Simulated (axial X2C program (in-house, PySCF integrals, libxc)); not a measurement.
# TeO⁻: bond curves with and without spin–orbit coupling

Aim: find the lowest determinant of TeO⁻, scan the bond at several levels and fit the constants, once spin-free and once with spin–orbit coupling.

Computed with an in-house X2C program for linear molecules on PySCF integrals. Level: all-electron X2C, Te dyall-acv3z, O dyall-av3z.

All values are calculated.

## (1) Set-up

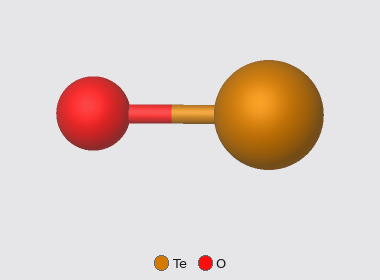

The two atoms at 1.850 Å (tellurium orange, oxygen red).

Contents of task.json:

```json
{"zs": [52, 8], "q": -1, "bas": ["dyall-acv3z", "dyall-av3z"], "levels": ["PBE0", "HF", "r2SCAN"], "cc": true, "r0": 1.85, "thr": -1.0, "nmax": 90, "npts": 10, "nst": 2, "ntry": 6}
```

Keys: zs atomic numbers; q charge; bas basis sets; levels methods (HF also brings MP2); cc coupled cluster on or off; r0 starting distance in Å; thr threshold in hartree for freezing inner shells (an s shell follows its p shell); nmax most natural virtual spinors; npts points asked for on the curve; nst determinants followed; ntry starts of the search.

Command:

```bash
python so2c.py task.json out
```

Spin-free means the one-electron spin-free X2C Hamiltonian; two-component (2c) means X2C with spin–orbit coupling and atomic mean-field two-electron Coulomb and Gaunt terms. Basis: Te dyall-acv3z contracted to [12s13p9d5f1g], O dyall-av3z contracted to [7s6p3d2f]; Gaussian nuclei, density fitting. Masses: Te 129.906 u, O 15.995 u.

Notation: σ, π±, δ± give the projection m of an orbital's angular momentum (0, ±1, ±2), α and β its spin, Λ and M_S the sums; ω is the projection of a spinor's total angular momentum and Ω the sum. Logs are in hartree.

The results follow Hamiltonian by Hamiltonian and level by level.

## (2) Which state to follow

Determinants are compared with PBE0 at 1.850 Å.

Spin-free determinants:

| ΔE (eV) | state | open shells |
| --- | --- | --- |
| 0.00 | M_S = 1/2, Λ = 1 | beyond closed shells: π+α, π+β, π-α |
| 1.62 | M_S = 3/2, Λ = 0 | beyond closed shells: σα, π+α, π-α |
| 1.86 | M_S = 1/2, Λ = 0 | beyond closed shells: σβ, π+α, π-α |
| 2.48 | M_S = 1/2, Λ = 2 | beyond closed shells: σα, π+α, π+β |
| 2.64 | M_S = 3/2, Λ = 1 | beyond closed shells: 2 × π+α, π-α |

Two-component determinants:

```csv
ΔE (eV),state,open shells
0.00,Ω = 3/2,excess of +ω over −ω: ω = 3/2
0.27,Ω = 1/2,excess of +ω over −ω: ω = 1/2
1.99,Ω = 1/2,"excess of +ω over −ω: 2 × ω = -1/2, ω = 3/2"
2.27,Ω = 1/2,excess of +ω over −ω: ω = 1/2
2.58,Ω = 5/2,"excess of +ω over −ω: 2 × ω = 1/2, ω = 3/2"
2.79,Ω = 5/2,"excess of +ω over −ω: ω = -1/2, 2 × ω = 3/2"
3.52,Ω = 7/2,"excess of +ω over −ω: ω = 1/2, 2 × ω = 3/2"
```

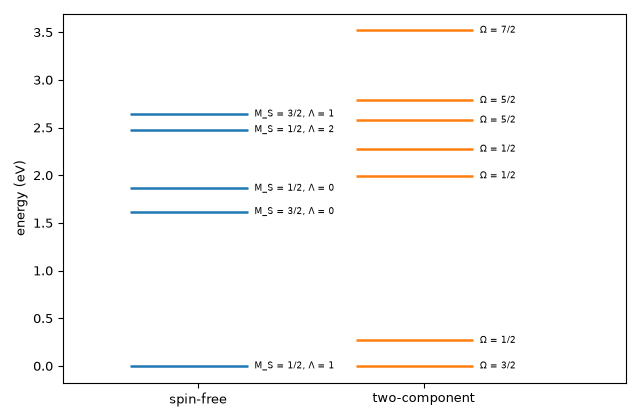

The determinants found, each set from its own lowest.

## (3) PBE0, spin-free

State followed: M_S = 1/2, Λ = 1 (beyond closed shells: π+α, π+β, π-α). The scan is laid around 1.890 Å, a first estimate of the minimum, and this SCF restarts from the orbitals of the search.

The SCF at the reference distance of 1.890 Å:

```text
spin-free X2C-1e  PBE0
basis functions 194  fitting functions 982  grid points 5077
iter        total energy     max residual
   1      -6864.403449746     6.65e+00
   2      -6865.698036428     6.39e+00
   3      -6866.629793012     6.14e+00
   4      -6867.825729290     3.90e+00
   5      -6868.440449852     7.23e-01
   6      -6868.619432969     3.82e-01
   7      -6868.684557748     1.53e-01
   8      -6868.716322918     1.30e-01
   9      -6868.721586485     5.98e-02
  10      -6868.722608656     1.60e-02
  11      -6868.722751491     1.36e-02
  12      -6868.722792741     2.77e-03
  13      -6868.722798437     1.99e-03
  14      -6868.722799928     4.60e-04
  15      -6868.722800213     3.20e-04
  16      -6868.722800283     9.46e-05
  17      -6868.722800299     4.51e-05
  18      -6868.722800302     2.95e-05
  19      -6868.722800303     1.03e-05
converged
one-electron -9671.74400908  Coulomb 2872.55756051  exact exchange -45.78394978  xc functional -140.22738595  nuclear repulsion 116.47498399
```

Along the bond, energies from the lowest point:

| R (Å) | E (eV) | μ (D) | HOMO (eV) | LUMO (eV) | iterations |
| --- | --- | --- | --- | --- | --- |
| 1.720 | 0.4677 | -1.90 | 0.68 | 2.52 | 24 |
| 1.777 | 0.1784 | -2.24 | 0.57 | 2.45 | 23 |
| 1.833 | 0.0347 | -2.54 | 0.45 | 2.37 | 21 |
| 1.890 | 0.0000 | -2.82 | 0.34 | 2.29 | 19 |
| 1.956 | 0.0598 | -3.09 | 0.20 | 2.19 | 22 |
| 2.022 | 0.1958 | -3.32 | 0.06 | 2.10 | 20 |
| 2.107 | 0.4426 | -3.55 | -0.11 | 1.98 | 24 |

Dipoles are positive if O is the positive end and refer to the centre of mass.

Outer orbitals at the reference distance:

| symmetry | occupied | ε (eV) | atomic character |
| --- | --- | --- | --- |
| σα | yes | -19.92 | 73% O s, 7% Te p, 7% Te s |
| σβ | yes | -19.09 | 72% O s, 8% Te s, 8% Te p |
| σα | yes | -10.41 | 64% Te s, 20% O p, 8% O s |
| σβ | yes | -9.82 | 62% Te s, 20% O p, 9% O s |
| σα | yes | -3.96 | 59% O p, 28% Te p, 8% Te s |
| π-α | yes | -3.67 | 72% O p, 23% Te p, 2% Te f |
| π+α | yes | -3.67 | 72% O p, 23% Te p, 2% Te f |
| σβ | yes | -3.62 | 57% O p, 29% Te p, 8% Te s |
| π+β | yes | -3.01 | 67% O p, 27% Te p, 2% Te d |
| π-β | yes | -2.26 | 58% O p, 37% Te p |
| π+α | yes | -0.33 | 65% Te p, 21% O p, 7% Te d |
| π-α | yes | -0.33 | 65% Te p, 21% O p, 7% Te d |
| π+β | yes | 0.34 | 61% Te p, 24% O p, 8% Te d |
| π-β | no | 2.29 | 53% Te p, 30% O p, 11% Te d |
| σα | no | 3.37 | 69% Te p, 23% Te s, 4% Te d |
| σβ | no | 3.46 | 72% Te p, 21% Te s, 3% Te d |
| σα | no | 3.83 | 65% Te s, 17% Te p, 8% O p |

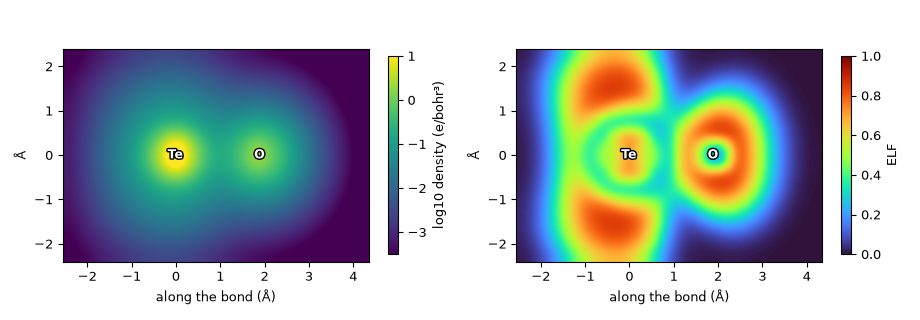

PBE0 fields in a plane through the axis, from a grid of 0.3 Å; Te lies at z = 0 and O at z = 1.890 Å; the ELF is damped to zero where the density is low.

Re = 1.883 Å, ωe = 703 cm⁻¹, ωexe = 3.48 cm⁻¹, Be = 0.3338 cm⁻¹, De = 3.56 eV, μ = -2.79 D.

## (4) HF, spin-free

Output at 1.890 Å:

```text
spin-free X2C-1e  HF
basis functions 194  fitting functions 982  grid points 5077
iter        total energy     max residual
   1      -6865.847263690     3.44e-01
   2      -6865.873718651     9.71e-03
   3      -6865.875415685     2.00e-02
   4      -6865.876369738     1.04e-02
   5      -6865.877642686     9.00e-03
   6      -6865.879218198     3.53e-02
   7      -6865.880892139     2.29e-02
   8      -6865.882231144     8.84e-03
   9      -6865.882732078     3.55e-03
  10      -6865.882811733     3.36e-03
  11      -6865.882870067     5.67e-04
  12      -6865.882879272     6.19e-04
  13      -6865.882884219     2.08e-04
  14      -6865.882884835     5.96e-05
  15      -6865.882884990     5.43e-05
  16      -6865.882885011     2.08e-05
  17      -6865.882885014     4.77e-06
  18      -6865.882885015     3.83e-06
  19      -6865.882885015     1.07e-06
converged
one-electron -9670.84862924  Coulomb 2871.74623962  exact exchange -183.25547939  xc functional 0.00000000  nuclear repulsion 116.47498399
```

No constants are quoted: the solution changes its character somewhere along the scan, so the fit is set aside.

## (5) r2SCAN, spin-free

Output at 1.890 Å:

```text
spin-free X2C-1e  r2SCAN
basis functions 194  fitting functions 982  grid points 5077
iter        total energy     max residual
   1      -6869.124482083     2.07e-01
   2      -6869.127069929     3.14e-03
   3      -6869.127146496     7.43e-03
   4      -6869.127173196     6.31e-03
   5      -6869.127177485     7.00e-04
   6      -6869.127178350     6.70e-04
   7      -6869.127178441     1.21e-04
   8      -6869.127178454     7.73e-05
   9      -6869.127178457     2.77e-05
  10      -6869.127178458     4.51e-06
converged
one-electron -9671.35782361  Coulomb 2872.17695068  exact exchange 0.00000000  xc functional -186.42128952  nuclear repulsion 116.47498399
```

Re = 1.896 Å, ωe = 684 cm⁻¹, ωexe = 3.36 cm⁻¹, Be = 0.3294 cm⁻¹, De = 3.68 eV, μ = -2.69 D.

## (6) Correlated methods, spin-free

Correlated methods: 13 electrons correlated (frozen shells, counted by type: Te 4 s, 3 p, 2 d; O 1 s), 277 virtual spinors in MP2, 90 natural virtuals in coupled cluster.

Output of the correlated part at 1.890 Å:

```text
correlated 13  virtual 277  natural virtual 90  E(MP2) -0.362631956  MP2 remainder -0.022511767
iter   CCSD correlation   residual
   1     -0.347231616   1.60e-01
   2     -0.359638238   8.15e-02
   3     -0.366175565   5.38e-02
   4     -0.370242656   3.52e-02
   5     -0.372038614   1.54e-02
   6     -0.372336089   5.91e-03
   7     -0.372415088   1.79e-03
   8     -0.372452846   7.57e-04
   9     -0.372423606   3.24e-04
  10     -0.372431564   1.45e-04
  11     -0.372429826   5.09e-05
  12     -0.372429892   2.16e-05
  13     -0.372429403   1.01e-05
  14     -0.372429118   4.07e-06
  15     -0.372429036   1.49e-06
  16     -0.372429003   5.83e-07
  17     -0.372428999   2.53e-07
(T) -0.016822003  T1 0.0982  D1 0.3303  max T2 0.081
```

T1 in the output is the amplitude norm over the root of the electron number; divide by √2 for the Lee–Taylor value.

MP2: No constants are quoted: the reference changes its character somewhere along the scan, so the fit is set aside.

CCSD: No constants are quoted: the reference changes its character somewhere along the scan, so the fit is set aside.

CCSD(T): No constants are quoted: the reference changes its character somewhere along the scan, so the fit is set aside.

## (7) A higher determinant, spin-free

State: M_S = 3/2, Λ = 0 (beyond closed shells: σα, π+α, π-α).

Output at the reference distance:

```text
spin-free X2C-1e  PBE0
basis functions 194  fitting functions 982  grid points 5077
iter        total energy     max residual
   1      -6864.298031221     6.65e+00
   2      -6865.584177050     6.40e+00
   3      -6866.531725399     6.15e+00
   4      -6867.710670042     4.05e+00
   5      -6868.330820014     8.48e-01
   6      -6868.565554130     4.04e-01
   7      -6868.625917273     1.86e-01
   8      -6868.657138838     1.50e-01
   9      -6868.662073679     6.69e-02
  10      -6868.663443899     1.82e-02
  11      -6868.663868080     1.90e-02
  12      -6868.664011677     1.25e-02
  13      -6868.664090999     4.64e-03
  14      -6868.664119380     2.83e-03
  15      -6868.664132528     1.54e-03
  16      -6868.664141085     1.01e-03
  17      -6868.664145614     8.68e-04
  18      -6868.664147333     4.03e-04
  19      -6868.664147980     3.70e-04
  20      -6868.664148256     1.95e-04
  21      -6868.664148374     1.09e-04
  22      -6868.664148406     4.92e-05
  23      -6868.664148412     2.92e-05
  24      -6868.664148413     9.59e-06
converged
one-electron -9668.55157660  Coulomb 2869.36962210  exact exchange -45.77033718  xc functional -140.18684073  nuclear repulsion 116.47498399
```

| R (Å) | E above the lowest PBE0 point (eV) |
| --- | --- |
| 1.720 | 2.079 |
| 1.777 | 1.807 |
| 1.833 | 1.659 |
| 1.890 | 1.596 |
| 1.956 | 1.591 |
| 2.022 | 1.630 |
| 2.107 | 1.716 |

Re = 1.927 Å, ωe = 489 cm⁻¹, Be = 0.3187 cm⁻¹, μ = 0.36 D. Te = 1.59 eV.

## (8) The spin-free curves together

Energy (eV) of the followed determinant, spin-free, from each level's lowest point:

| R (Å) | PBE0 | HF (jumps) | MP2 (its reference jumps) | CCSD (its reference jumps) | CCSD(T) (its reference jumps) | r2SCAN |
| --- | --- | --- | --- | --- | --- | --- |
| 1.720 | 0.468 | 0.540 | 0.129 | 0.429 | 0.426 | 0.524 |
| 1.777 | 0.178 | 0.282 | 0.000 | 0.140 | 0.132 | 0.215 |
| 1.833 | 0.035 | 0.124 | 0.167 | 0.018 | 0.015 | 0.053 |
| 1.890 | 0.000 | 0.033 | 0.313 | 0.000 | 0.000 | 0.000 |
| 1.956 | 0.060 | 0.000 | 0.453 | 0.072 | 0.073 | 0.040 |
| 2.022 | 0.196 | 0.031 | 0.593 | 0.209 | 0.211 | 0.158 |
| 2.107 | 0.443 | 0.139 | 0.796 | 0.438 | 0.443 | 0.384 |

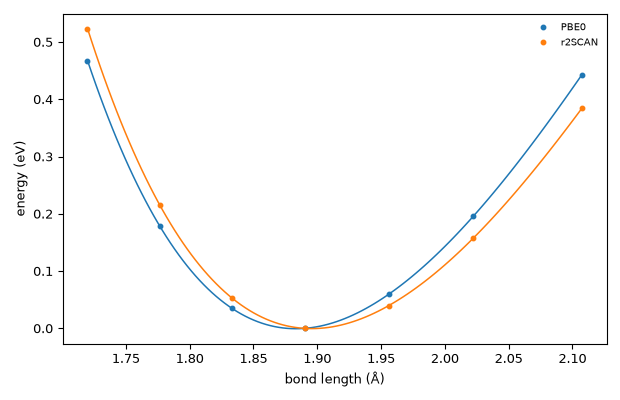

Curves of the followed state, spin-free, each from its own lowest point. Left out: HF, MP2, CCSD, CCSD(T).

(Part 1 of 2 ends here.)
